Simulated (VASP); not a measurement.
Shape and ions are relaxed at each volume.

Energy against volume of Ru (hcp). All values below come from r2SCAN meta-GGA, VASP's PBE PAW potentials (set 64) (plane waves; VASP 6.6.1).

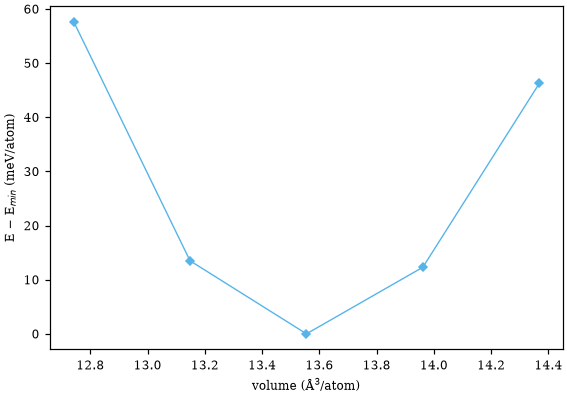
Figure. Energy against volume

Question: Estimate the equilibrium volume and the bulk modulus.

Answer: The minimum lies near 13.6 Å³/atom, and the curvature gives B0 of about 340 GPa.

Measured: bulk modulus 318 GPa at 0 K (computed value off by +6.4 %), as given by Vázquez-Parga, Fernández-Martínez, Viñes, J. Chem. Theory Comput. (2023), doi:10.1021/acs.jctc.3c00612, Supporting … [zero-point energy and finite temperature contributions removed].

The compound is Ru in the hcp structure. It was relaxed first.
